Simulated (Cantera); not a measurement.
A closed system holds: 1 mol B, 1.2 mol H2O, 39 mol N2, at 0.100 bar.

Equilibrium computed with Cantera from the NASA thermochemical tables; the gas is ideal and each condensed phase is pure. Candidate condensed phases: B, BN, B2O3, B3O3H3, H2O; 39 gas species. N2 is the only nitrogen source here; it is nearly inert below about 1500 K, so the nitride shown seldom forms there in practice. Mutual solubility and eutectic melting of coexisting phases are not modelled. Kinetics and transport are ignored.

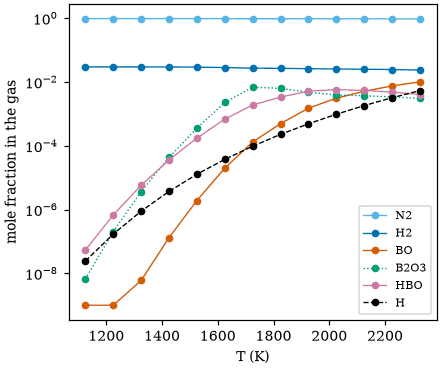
Figure. Equilibrium gas composition (values under 1e-9 drawn at 1e-9)

Read off the mole fractions at 1425 K.

N2 about 0.97, H2 about 0.030, B2O3 about 4.3e-5, HBO about 3.6e-5, H about 3.7e-6, BO about 1.3e-7.
